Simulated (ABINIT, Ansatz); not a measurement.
# NaLiICl (P4/mmm): changed settings of a GW run in ABINIT

What do changed inputs do to GW on NaLiICl (P4/mmm)?

Main program and level: ABINIT 10.8.3; LDA and many-body steps on it, plane waves.

### Step 1. The structure

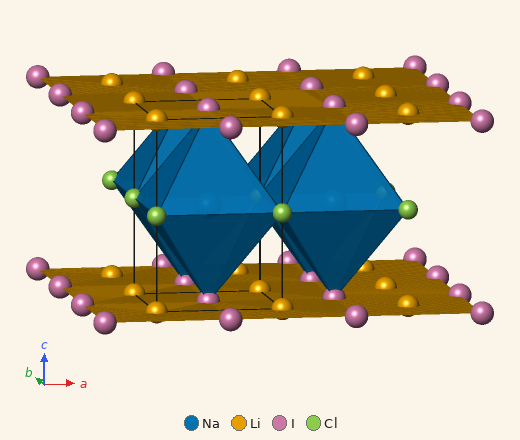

The starting structure, seen slightly off an axis (sodium blue, lithium orange, iodine pink, chlorine green). 2×2×1 cells are drawn. Some periodic images of atoms are drawn too.

The cell and positions are those that the Materials Project relaxed with its own functionals (PBE, PBE+U or r2SCAN), kept fixed. Spin-orbit coupling is left out unless a step names it.

### Step 2. Screening, 2×2×2 mesh, 81 bands, screening to 114.3 eV

This step: ABINIT 10.8.3; RPA screening on LDA, plane waves, norm-conserving pseudopotentials.

The RPA dielectric matrix is built and inverted for each q.

Input file run.abi:

```
acell 3*1.0 Angstrom
rprim 
  4.091636000000 0.000000000000 0.000000000000
  0.000000000000 4.091636000000 0.000000000000
  0.000000000000 0.000000000000 6.215344000000
ntypat 4
znucl 11 3 53 17
natom 4
typat 1 2 3 4
xred 
  0.500000000000 0.500000000000 0.500000000000
  0.000000000000 0.000000000000 0.000000000000
  0.500000000000 0.500000000000 0.000000000000
  0.000000000000 0.000000000000 0.500000000000
pp_dirpath "pseudos"
pseudos "Na.upf, Li.upf, I.upf, Cl.upf"
ecut 38
ngkpt 2 2 2
nshiftk 1
shiftk 0 0 0
kptopt 1
chksymbreak 0
istwfk *1
occopt 1
irdwfk 1
optdriver 3
nband 81
ecuteps 4.2
inclvkb 2
awtr 1
symchi 1
indata_prefix "in"
outdata_prefix "out"
tmpdata_prefix "tmp"
```

Started as:

```console
$ OMP_NUM_THREADS=1 mpirun -n 4 abinit run.abi > log
```

Output:

```text
.Version 10.8.3 of ABINIT. v10.8.2 released Aug 2026.

 Symmetries : space group P4/m m m (#123); Bravais tP (primitive tetrag.)
[... echo of the input left out ...]
== DATASET  1 ==================================================================
-   mpi_nproc: 4, omp_nthreads: 1 (-1 if OMP is not activated)

--- !DatasetInfo
iteration_state: {dtset: 1, }
dimensions: {natom: 4, nkpt: 6, mband: 81, nsppol: 1, nspinor: 1, nspden: 1, mpw: 7872, }
cutoff_energies: {ecut:  38.0, pawecutdg:  -1.0, }
electrons: {nelect:   2.60000000E+01, charge:   0.00000000E+00, occopt:   1.00000000E+00, tsmear:   1.00000000E-02, }

 SCREENING: Calculation of the susceptibility and dielectric matrices

 Based on a program developped by R.W. Godby, V. Olevano, G. Onida, and L. Reining.
 Incorporated in ABINIT by V. Olevano, G.-M. Rignanese, and M. Torrent.
.Using double precision arithmetic ; gwpc =  8

[... cell and pseudopotentials left out ...]
--------------------------------------------------------------------------------

 ==== K-mesh for the wavefunctions ====
 Number of points in the irreducible wedge :     6
[... list of points left out ...]
 Together with 16 symmetry operations and time-reversal symmetry
 yields     8 points in the full Brillouin Zone.

 ==== Q-mesh for the screening function ====
 Number of points in the irreducible wedge :     6
[... list of points left out ...]
 Together with 16 symmetry operations and time-reversal symmetry
 yields     8 points in the full Brillouin Zone.

 setmesh: FFT mesh size selected  =    30x   30x   45
          total number of points  =        40500

 vcoul_init : cutoff-mode = AUXILIARY_FUNCTION
 q-points for optical limit:   1
     1)      0.000010    0.000020    0.000030

- screening: taking advantage of time-reversal symmetry
- Maximum band index for partially occupied states nbvw = 13
- Remaining bands to be divided among processors   nbcw = 68
- Number of bands treated by each node ~17

 Number of electrons calculated from density =   26.0000; Expected =   26.0000
 average of density, n =  0.037027
 r_s =    1.8612
 omega_plasma =   18.5616 [eV]

 calculating chi0 at frequencies [eV] :
  1    0.000000E+00    0.000000E+00
  2    0.000000E+00    1.856156E+01

--------------------------------------------------------------------------------
  q-point number  1        q = ( 0.000000, 0.000000, 0.000000) [r.l.u.]
--------------------------------------------------------------------------------
[... chi0 elements left out ...]
 For q-point:  0.000010 0.000020 0.000030
  dielectric constant =   3.8949
  dielectric constant without local fields =   4.6211

  Average fulfillment of the sum rule on Im[epsilon] for q-point    1 :     55.13  [%]
[... wings left out ...]
  q-point number  2        q = ( 0.500000, 0.000000, 0.000000) [r.l.u.]
--------------------------------------------------------------------------------
[... chi0 elements left out ...]
  Average fulfillment of the sum rule on Im[epsilon] for q-point    2 :     59.66  [%]

 [... 4 further q-points ...]
```

Elapsed: 24 s, on 4 MPI ranks of Arm Neoverse N1, shared host; peak memory 0.98 GiB; 96 s of CPU time.

This step gave:

| Item | Value |
| --- | --- |
| ε∞ with local fields, on this mesh, along the program's q direction | 3.895 |
| the same without local fields | 4.621 |
| plasma frequency | 18.56 eV |
| plane waves in the screening matrix | 287 |

Local fields lower ε∞ by 16 %. On a Γ-centred mesh this coarse the value itself is usually too large, while a short band sum pulls it down.

### Step 3. Base

The self-energy is evaluated for the states that the input lists, and the levels follow from it, in one-shot runs by the linearised quasiparticle equation.

This step: G0W0 on LDA, plane waves, norm-conserving pseudopotentials.

Edit run.abi of step 2 so:

```diff
@@ -25,8 +25,17 @@
 irdwfk 1
-optdriver 3
+optdriver 4
 nband 81
+gwcalctyp 0
+ecutsigx 38
+symsigma 1
+nkptgw 2
+kptgw 
+  0.5000000000 0.0000000000 0.5000000000
+  0.0000000000 0.0000000000 0.0000000000
+bdgw 
+  12 15
+  12 15
 ecuteps 4.2
-inclvkb 2
-awtr 1
-symchi 1
+irdscr 1
+ppmodel 1
 indata_prefix "in"
```

Output:

```text
.Version 10.8.3 of ABINIT. v10.8.2 released Aug 2026.

 Symmetries : space group P4/m m m (#123); Bravais tP (primitive tetrag.)
[... echo of the input left out ...]
== DATASET  1 ==================================================================
-   mpi_nproc: 4, omp_nthreads: 1 (-1 if OMP is not activated)

--- !DatasetInfo
iteration_state: {dtset: 1, }
dimensions: {natom: 4, nkpt: 6, mband: 81, nsppol: 1, nspinor: 1, nspden: 1, mpw: 7872, }
cutoff_energies: {ecut:  38.0, pawecutdg:  -1.0, }
electrons: {nelect:   2.60000000E+01, charge:   0.00000000E+00, occopt:   1.00000000E+00, tsmear:   1.00000000E-02, }

 SIGMA: Calculation of the GW corrections

 Based on a program developped by R.W. Godby, V. Olevano, G. Onida, and L. Reining.
 Incorporated in ABINIT by V. Olevano, G.-M. Rignanese, and M. Torrent.
.Using double precision arithmetic ; gwpc =  8

[... cell and pseudopotentials left out ...]
--------------------------------------------------------------------------------

 ==== K-mesh for the wavefunctions ====
 Number of points in the irreducible wedge :     6
[... list of points left out ...]
 Together with 16 symmetry operations and time-reversal symmetry
 yields     8 points in the full Brillouin Zone.

 ==== Q-mesh for screening function ====
 Number of points in the irreducible wedge :     6
[... list of points left out ...]
 Together with 16 symmetry operations and time-reversal symmetry
 yields     8 points in the full Brillouin Zone.

 vcoul_init : cutoff-mode = AUXILIARY_FUNCTION
 q-points for optical limit:   1
     1)      0.000010    0.000020    0.000030
 setmesh: FFT mesh size selected  =    45x   45x   72
          total number of points  =       145800

 Number of electrons calculated from density =   26.0000; Expected =   26.0000
 average of density, n =  0.037027
 r_s =    1.8612
 omega_plasma =   18.5616 [eV]

 === KS Band Gaps ===
  >>>> For spin  1
   Minimum direct gap =   4.1418 [eV], located at k-point      :   0.0000  0.0000  0.0000
   Fundamental gap    =   3.8495 [eV], Top of valence bands at :   0.5000  0.0000  0.5000
                                       Bottom of conduction at :   0.0000  0.0000  0.0000
 SIGMA fundamental parameters:
 PLASMON POLE MODEL  1
 number of plane-waves for SigmaX                 7837
 number of plane-waves for SigmaC and W            287
 number of plane-waves for wavefunctions          7837
 number of bands                                    81
 number of independent spin polarizations            1
 number of spinorial components                      1
 number of k-points in IBZ                           6
 number of q-points in IBZ                           6
 number of symmetry operations                      16
 number of k-points in BZ                            8
 number of q-points in BZ                            8
 number of frequencies for dSigma/dE                 9
 frequency step for dSigma/dE [eV]                0.25
 number of omega for Sigma on real axis              0
 max omega for Sigma on real axis  [eV]           0.00
 zcut for avoiding poles [eV]                     0.10

 EPSILON^-1 parameters (SCR file):
 dimension of the eps^-1 matrix on file            287
 dimension of the eps^-1 matrix used               287
 number of plane-waves for wavefunctions          7837
 number of bands                                    81
 number of q-points in IBZ                           6
 number of frequencies                               2
 number of real frequencies                          1
 number of imag frequencies                          1

 matrix elements of self-energy operator (all in [eV])

 Perturbative Calculation

--- !SelfEnergy_ee
iteration_state: {dtset: 1, }
kpoint     : [   0.500,    0.000,    0.500, ]
spin       : 1
KS_gap     :    4.587
QP_gap     :    6.577
Delta_QP_KS:    1.990
data: !SigmaeeData |
     Band     E0 <VxcDFT>   SigX SigC(E0)      Z dSigC/dE  Sig(E)    E-E0       E
       12  -0.494 -12.026 -15.122   1.980   0.805  -0.243 -12.924  -0.898  -1.392
       13   0.075 -11.444 -14.328   1.818   0.812  -0.231 -12.310  -0.867  -0.791
       14   4.662  -7.441  -3.202  -2.903   0.841  -0.189  -6.317   1.123   5.786
       15   5.396  -7.746  -3.089  -3.062   0.837  -0.194  -6.411   1.335   6.731

--- !SelfEnergy_ee
iteration_state: {dtset: 1, }
kpoint     : [   0.000,    0.000,    0.000, ]
spin       : 1
KS_gap     :    4.142
QP_gap     :    6.331
Delta_QP_KS:    2.189
data: !SigmaeeData |
     Band     E0 <VxcDFT>   SigX SigC(E0)      Z dSigC/dE  Sig(E)    E-E0       E
       12  -0.217 -11.873 -14.955   1.956   0.808  -0.238 -12.783  -0.910  -1.127
       13  -0.217 -11.873 -14.955   1.956   0.808  -0.238 -12.783  -0.910  -1.127
       14   3.925  -8.236  -3.756  -2.959   0.841  -0.188  -6.957   1.279   5.204
       15   5.327  -8.452  -3.776  -3.024   0.836  -0.196  -7.070   1.382   6.709

== END DATASET(S) ==============================================================
================================================================================

 -outvars: echo values of variables after computation  --------
           etotal      0.0000000000E+00
            nband          81
             nkpt           6
          spgroup         123
 [... the other variables as echoed above ...]

 Calculation completed.
```

It took 15 s on 4 MPI ranks; peak memory 0.87 GiB.

This step gave:

| Item | Value |
| --- | --- |
| G0W0 gap on the points computed | 5.995 eV |
| starting gap on the mesh | 3.850 eV |
| k of the valence top | 0.5, 0, 0.5 |
| k of the conduction bottom | 0, 0, 0 |
| Z at the valence top | 0.812 |
| Z at the conduction bottom | 0.841 |
| least direct G0W0 gap on the computed points | 6.331 eV |

The gap on the mesh goes from 3.85 eV to 6.00 eV, a correction of +2.15 eV.

### Step 4. Scissors in G

Edit run.abi of step 3 so:

```diff
@@ -40,2 +40,3 @@
 ppmodel 1
+mbpt_sciss 0.5 eV
 indata_prefix "in"
```

Output:

```text
.Version 10.8.3 of ABINIT. v10.8.2 released Aug 2026.

 Symmetries : space group P4/m m m (#123); Bravais tP (primitive tetrag.)
[... echo of the input left out ...]
== DATASET  1 ==================================================================
-   mpi_nproc: 4, omp_nthreads: 1 (-1 if OMP is not activated)

--- !DatasetInfo
iteration_state: {dtset: 1, }
dimensions: {natom: 4, nkpt: 6, mband: 81, nsppol: 1, nspinor: 1, nspden: 1, mpw: 7872, }
cutoff_energies: {ecut:  38.0, pawecutdg:  -1.0, }
electrons: {nelect:   2.60000000E+01, charge:   0.00000000E+00, occopt:   1.00000000E+00, tsmear:   1.00000000E-02, }

 SIGMA: Calculation of the GW corrections

 Based on a program developped by R.W. Godby, V. Olevano, G. Onida, and L. Reining.
 Incorporated in ABINIT by V. Olevano, G.-M. Rignanese, and M. Torrent.
.Using double precision arithmetic ; gwpc =  8

[... cell and pseudopotentials left out ...]
--------------------------------------------------------------------------------

 ==== K-mesh for the wavefunctions ====
 Number of points in the irreducible wedge :     6
[... list of points left out ...]
 Together with 16 symmetry operations and time-reversal symmetry
 yields     8 points in the full Brillouin Zone.

 ==== Q-mesh for screening function ====
 Number of points in the irreducible wedge :     6
[... list of points left out ...]
 Together with 16 symmetry operations and time-reversal symmetry
 yields     8 points in the full Brillouin Zone.

 vcoul_init : cutoff-mode = AUXILIARY_FUNCTION
 q-points for optical limit:   1
     1)      0.000010    0.000020    0.000030
 setmesh: FFT mesh size selected  =    45x   45x   72
          total number of points  =       145800

 Number of electrons calculated from density =   26.0000; Expected =   26.0000
[...]
max omega for Sigma on real axis  [eV]           0.00
 zcut for avoiding poles [eV]                     0.10
 scissor energy [eV]                              0.50

 EPSILON^-1 parameters (SCR file):
 dimension of the eps^-1 matrix on file            287
 dimension of the eps^-1 matrix used               287
 number of plane-waves for wavefunctions          7837
 number of bands                                    81
 number of q-points in IBZ                           6
 number of frequencies                               2
 number of real frequencies                          1
 number of imag frequencies                          1

 matrix elements of self-energy operator (all in [eV])

 Perturbative Calculation

--- !SelfEnergy_ee
iteration_state: {dtset: 1, }
kpoint     : [   0.500,    0.000,    0.500, ]
spin       : 1
KS_gap     :    4.587
QP_gap     :    6.632
Delta_QP_KS:    2.045
data: !SigmaeeData |
     Band     E0 <VxcDFT>   SigX SigC(E0)      Z dSigC/dE  Sig(E)    E-E0       E
       12  -0.494 -12.026 -15.122   2.003   0.806  -0.241 -12.906  -0.881  -1.375
       13   0.075 -11.444 -14.328   1.840   0.813  -0.230 -12.293  -0.850  -0.774
       14   4.662  -7.441  -3.202  -2.912   0.841  -0.188  -6.245   1.196   5.858
[...]
--- !SelfEnergy_ee
iteration_state: {dtset: 1, }
kpoint     : [   0.000,    0.000,    0.000, ]
spin       : 1
KS_gap     :    4.142
QP_gap     :    6.386
Delta_QP_KS:    2.244
data: !SigmaeeData |
     Band     E0 <VxcDFT>   SigX SigC(E0)      Z dSigC/dE  Sig(E)    E-E0       E
[...]
14   3.925  -8.236  -3.756  -2.968   0.842  -0.188  -6.885   1.351   5.276
       15   5.327  -8.452  -3.776  -3.032   0.837  -0.195  -6.995   1.457   6.784

== END DATASET(S) ==============================================================
================================================================================

 -outvars: echo values of variables after computation  --------
           etotal      0.0000000000E+00
            nband          81
             nkpt           6
          spgroup         123
 [... the other variables as echoed above ...]

 Calculation completed.
```

Wall time 15 s (4 MPI ranks); peak memory 0.87 GiB; 59 s of CPU time.

Numbers from this step:

| Item | Value |
| --- | --- |
| G0W0 gap on the points computed | 6.05 eV |
| starting gap on the mesh | 3.850 eV |
| k of the valence top | 0.5, 0, 0.5 |
| k of the conduction bottom | 0, 0, 0 |
| Z at the valence top | 0.813 |
| Z at the conduction bottom | 0.842 |
| least direct G0W0 gap on the computed points | 6.385 eV |

### Step 5. Point off the mesh

Edit run.abi of step 4 so:

```diff
@@ -30,9 +30,7 @@
 symsigma 1
-nkptgw 2
+nkptgw 1
 kptgw 
-  0.5000000000 0.0000000000 0.5000000000
-  0.0000000000 0.0000000000 0.0000000000
+  0.137 0.291 0
 bdgw 
-  12 15
-  12 15
+  13 14
 ecuteps 4.2
@@ -40,3 +38,2 @@
 ppmodel 1
-mbpt_sciss 0.5 eV
 indata_prefix "in"
```

Output:

```text
.Version 10.8.3 of ABINIT. v10.8.2 released Aug 2026.

 Symmetries : space group P4/m m m (#123); Bravais tP (primitive tetrag.)
================================================================================
 Values of the parameters that define the memory need of the present run
     intxc =       0    ionmov =       0      iscf =       7    lmnmax =       6
     lnmax =       6     mgfft =      72  mpssoang =       3    mqgrid =    3260
     natom =       4  nloc_mem =       1    nspden =       1   nspinor =       1
    nsppol =       1      nsym =      16    n1xccc =    2501    ntypat =       4
    occopt =       1   xclevel =       1
-    mband =          81        mffmem =           1         mkmem =           2
       mpw =        7872          nfft =      145800          nkpt =           6
================================================================================
  Rough estimation (10% accuracy) of disk space for files :
================================================================================

--------------------------------------------------------------------------------
------------- Echo of variables that govern the present computation ------------
--------------------------------------------------------------------------------
 -outvars: echo values of preprocessed input variables --------
            acell      1.8897261259E+00  1.8897261259E+00  1.8897261259E+00 Bohr

             bdgw          13      14
      chksymbreak           0
             ecut      3.80000000E+01 Hartree
          ecuteps      4.20000000E+00 Hartree
         ecutsigx      3.80000000E+01 Hartree
          ecutwfn      3.80000000E+01 Hartree
-          fftalg         312
           irdscr           1
           irdwfk           1

              ixc       -1012
[...]
- 53.00000   7.00000  180309                  znucl, zion, pspdat
12 -1012 2 -1 1182                            pspcod,pspxc,lmax,lloc,mmax
     nproj     2     2     2
  pspatm : epsatm=   17.18700033
         --- l  ekb(1:nproj) -->
[...]
pspatm: atomic psp has been read  and splines computed

- Cl Generated using ONCVPSP code by D. R. Hamann
- 17.00000   7.00000  180309                  znucl, zion, pspdat
12 -1012 2 -1 1016                            pspcod,pspxc,lmax,lloc,mmax
     nproj     2     2     2
  pspatm : epsatm=    8.88507506
         --- l  ekb(1:nproj) -->
[...]
1    3.854313    1.104197
             2   -2.920207   -0.831515
 pspatm: atomic psp has been read  and splines computed

   9.89556909E+02                                ecore*ucvol(ha*bohr**3)
--------------------------------------------------------------------------------

 ==== K-mesh for the wavefunctions ====
 Number of points in the irreducible wedge :     6
 Reduced coordinates and weights :

     1)     0.00000000E+00  0.00000000E+00  0.00000000E+00       0.12500
     2)     5.00000000E-01  0.00000000E+00  0.00000000E+00       0.25000
     3)     5.00000000E-01  5.00000000E-01  0.00000000E+00       0.12500
     4)     0.00000000E+00  0.00000000E+00  5.00000000E-01       0.12500
     5)     5.00000000E-01  0.00000000E+00  5.00000000E-01       0.25000
     6)     5.00000000E-01  5.00000000E-01  5.00000000E-01       0.12500

 Together with 16 symmetry operations and time-reversal symmetry
 yields     8 points in the full Brillouin Zone.

--- !ERROR
message: |
    k-point [ 1.3700E-01,  2.9100E-01,  0.0000E+00]  not in the list of k points treated in the preparatory SCF run.
     Change kptgw, or shiftk of previous run.

--- !ERROR
message: |
    k-point [ 1.3700E-01,  2.9100E-01,  0.0000E+00]  not in the list of k points treated in the preparatory SCF run.
     Change kptgw, or shiftk of previous run.

--- from the log ---
k-point [ 1.3700E-01,  2.9100E-01,  0.0000E+00]  not in the list of k points treated in the preparatory SCF run.
     Change kptgw, or shiftk of previous run.
```

Run time: 4.5 s. Hardware: 4 MPI ranks; peak memory 0.2 GiB.

The run stopped with an error after 4.5 s.

The program's words: k-point [ 1.3700E-01,  2.9100E-01,  0.0000E+00]  not in the list of k points treated in the preparatory SCF run. Change kptgw, or shiftk of previous run.

The fault put into this input: point off the mesh.

### Step 6. Side by side

Times are wall times on 4 MPI ranks of Arm Neoverse N1, shared host, good to a factor of about two. A run's time includes the screening step that it read.

| run | mesh | bands | screening cutoff (eV) | DFT gap (eV) | gap on the mesh (eV) | direct (eV) | ε∞ used | time |
| --- | --- | --- | --- | --- | --- | --- | --- | --- |
| base | 2×2×2 | 81 | 114.3 | 3.850 | 5.995 | 6.331 | 3.89 | 39 s |
| scissors in G | 2×2×2 | 81 | 114.3 | 3.850 | 6.050 | 6.385 | 3.89 | 39 s |

### Step 7. Results

| Quantity | Value |
| --- | --- |
| base | 5.995 eV |
| scissors in G | 6.050 eV |
| known limits | not at the basis limit; no spin-orbit coupling; coarse k mesh |

In words: Scissors in G: +0.055 eV against base (keys changed: mbpt_sciss). Bands and cutoff are finite, so the gap is not at the basis limit. The miss can reach some tenths of an eV and take either sign; the mesh is an error of its own. In the G0W0 runs levels were corrected at 2 k points alone, so a gap called «on the mesh» is the least over those, and an edge elsewhere would be missed. The 2×2×2 mesh is coarse for this cell, which bears on the long-range parts of exchange and screening. The many-body steps are scalar-relativistic: spin-orbit coupling is not in them.

[Paths, hosts, dates, memory and timing lines, banners, echoed tables and standing remarks are left out of the program output.]

[Logs are printed without paths, hosts, clocks, repeated set-up lines and the standing remarks that a program may print on its own settings, such as how far it seeks lower states.]

[Runs of the session that timed out or met a known fault of the program may be left out.]

[Hosts, paths, dates, database ids (printed as entryN), source tags and the programs' standing remarks are cut or masked in the printed files.]

[G0W0 gaps are taken among the corrected bands and points alone; a level outside them can change the order at an edge.]

[Where Ansatz stands beside ABINIT at settings called matched, ABINIT's density can come from a denser mesh and the files from another edition; pairs whose starting gaps differed by over 0.03 eV were left out, so agreement reads better than it is.]
